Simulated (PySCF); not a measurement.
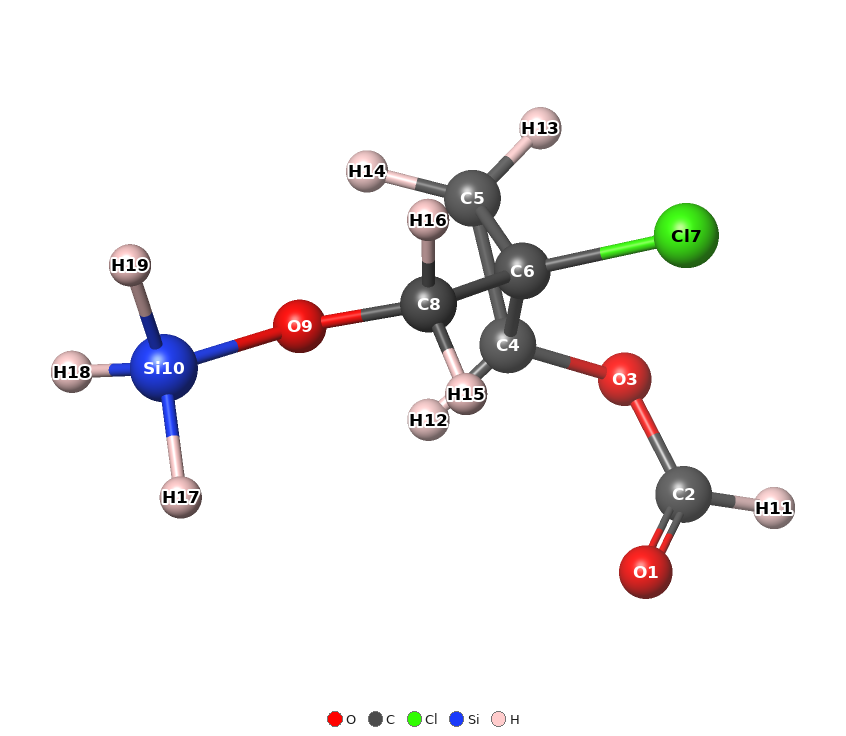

Computed geometry: GFN2-xTB optimisation. No frequency run is at hand to confirm it as a minimum. Electric field gradients from the ground-state density, PBE0/pcSseg-1 (PySCF 2.14.0), non-relativistic apart from any core potentials.

Give the largest field-gradient component, the quadrupole coupling constant and the asymmetry for 17O at O1 (Q = −25.6 mb), 17O at O3 (Q = −25.6 mb), 35Cl at Cl7 (Q = −81.7 mb), 17O at O9 (Q = −25.6 mb), 2H at H11 (Q = 2.86 mb), 2H at H12 (Q = 2.86 mb), 2H at H13 (Q = 2.86 mb), 2H at H14 (Q = 2.86 mb).

```tsv
atom	V_zz (a.u.)	e²qQ/h (MHz)	η
O1	−1.626	9.78	0.30
O3	1.690	−10.17	0.36
Cl7	4.039	−77.5	0.03
O9	1.710	−10.29	0.44
H11	0.276	0.186	0.04
H12	0.309	0.208	0.12
H13	0.330	0.222	0.06
H14	0.329	0.221	0.04
```

The geometry is semi-empirical. Around Si such bond lengths and angles can be off by a tenth of an ångström or more and by several degrees, and values that hang on the shape move with them.
